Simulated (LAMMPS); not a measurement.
Molecular dynamics of Si (diamond structure), 1728 atoms, at 200 K and 0 GPa, heated as the crystal.

Model: classical MD, pair style tersoff/mod/c, file Si.tersoff.modc; code LAMMPS.

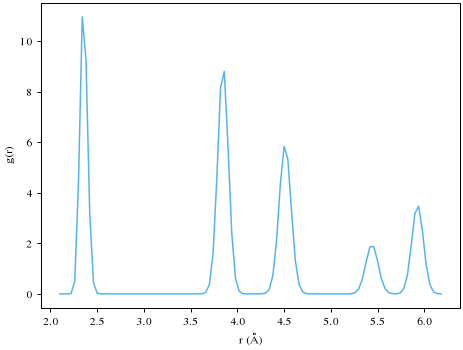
Figure: g(r) against r (Å)

Read from the full data:
- state found: crystal; no diffusion seen in 30 ps
- first peak of g(r): 2.35 Å, height 11.0
- coordination number: 4.00 (counted to 3.06 Å)
